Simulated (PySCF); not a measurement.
Consider C$_{3}$H$_{8}$OPSi$_{2}$ (SMILES CO[SiH2]C#C[SiH]P) (doublet).

```csv
atom,x (Å),y (Å),z (Å)
C,2.2576,-1.4330,0.5199
O,2.3505,-0.2500,1.2491
Si,1.2010,0.5474,2.0737
C,-0.2503,0.9090,0.9727
C,-1.2021,1.0483,0.2279
Si,-2.5045,1.3757,-1.0218
P,-2.6696,-0.3271,-2.4551
H,2.0547,-2.2814,1.1790
H,1.4592,-1.3720,-0.2247
H,3.2100,-1.5952,0.0127
H,0.6795,-0.2394,3.1995
H,1.9525,1.7401,2.4335
H,-3.7916,1.6235,-0.3556
H,-1.4306,-0.1332,-3.0439
H,-3.3205,0.3952,-3.4435
```

Geometry: GFN2-xTB.

Method: PySCF, UKS B3LYP, pcH-1 on C H O P Si, non-relativistic, mean-field spin-orbit, GIAO.

What can the converged electron density, electron localisation function and spin density tell about the bonding?

Answer. C–C (1.22 Å): ρ is about 2.7 e/Å³ halfway; the ELF peaks at about 0.85 between the atoms: a short, multiple covalent bond.
Si–O (1.62 Å): the density is about 1 e/Å³ at the midpoint; the ELF peaks at about 0.85 between the atoms; a short, strongly polar bond.
C–Si (1.83 Å): the density is about 1 e/Å³ at the midpoint; the ELF peaks at about 0.95 between the atoms, as expected for a covalent bond.
The unpaired spin (1 electron) lies mostly on Si6 (about 0.7), P7 (about 0.1) and C4 (about 0.1), in electrons by Hirshfeld's partition.

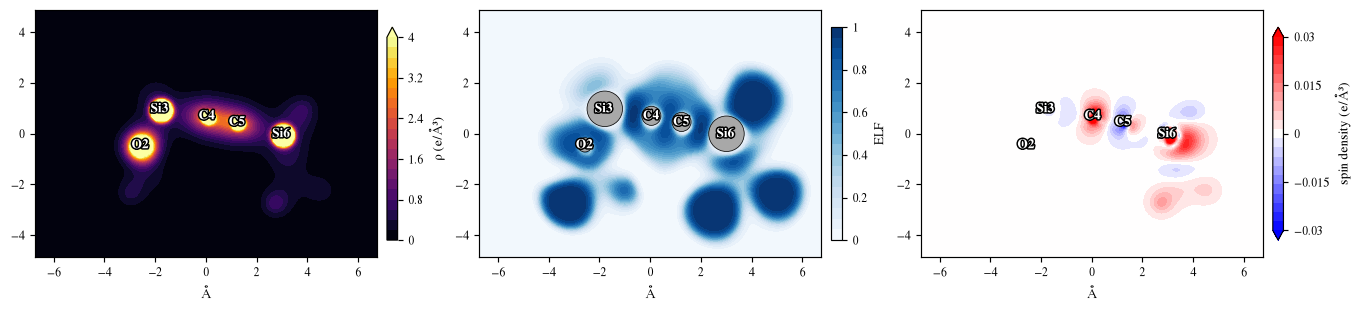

Computed electron density, electron localisation function and spin density on the plane of atoms O2, Si3 and C4, in this order. Grey discs cover the atomic cores in the ELF map. 
